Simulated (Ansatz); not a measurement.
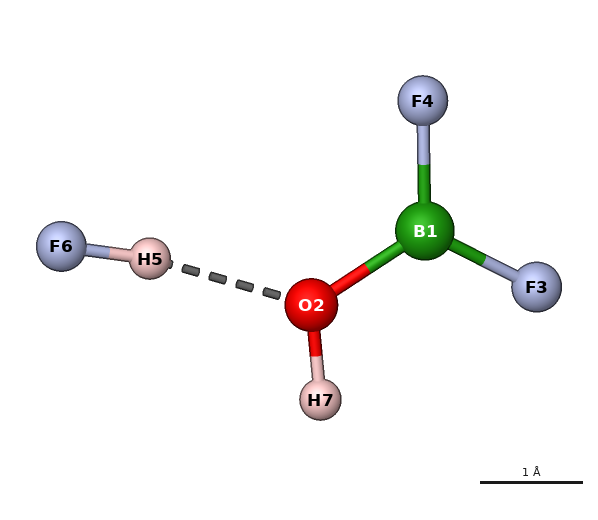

Broken lines mark hydrogen bonds. The geometry was computed by an optimisation with PBE0-D4/def2-TZVP.

Give donor, acceptor, H···A distance and D–H···A angle of each hydrogen bond.

```csv
D–H···A,D–H (Å),H···A (Å),angle (°),kind
F6–H5···O2,0.93,1.77,172,intermolecular
```
